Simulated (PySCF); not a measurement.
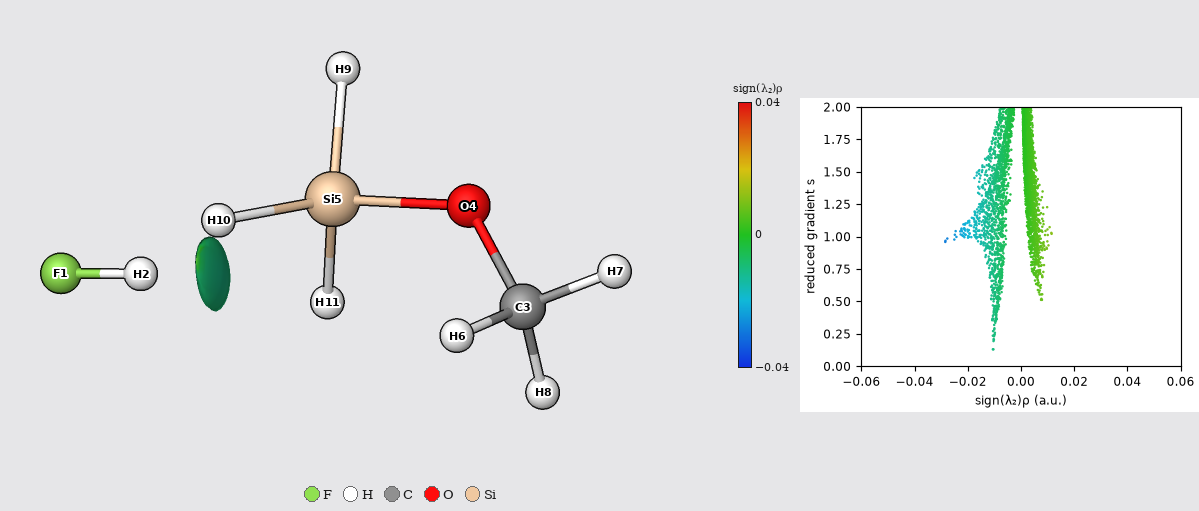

*CH7FOSi, SMILES `F.CO[SiH3]`. Non-covalent interaction surfaces between the fragments (reduced density gradient s = 0.5, coloured by sign(λ₂)ρ in a.u.; trimmed to the region between the fragments where ρ is under 0.06 a.u.). Fragment A: HF (atoms 1–2); fragment B: SiH6CO. The plot gives s against sign(λ₂)ρ for grid points between the fragments.*

PySCF calculation, CAM-B3LYP/def2-SVPD, gas phase; geometry: GFN2-xTB.

Q: Interpret the surfaces between the fragments.

A: Bond critical points between the fragments: H2···H11, H···H contact, 2.04 Å, ρ = 0.011 a.u. It is weak and appears green (van der Waals range). The pose is a local one from a semi-empirical search, not shown to be the most stable.

Q: How strongly are they bound?

A: The counterpoise-corrected interaction energy of the frozen fragments is −0.1 kcal/mol without dispersion correction and −0.6 kcal/mol with D3(BJ). The pair geometry is semi-empirical, not a minimum at this level.

The PySCF run took 31 s on 1 thread of Intel(R) Xeon(R) Platinum 8375C CPU @ 2.90GHz (Ice Lake) (shared host), peak memory 0.72 GiB.
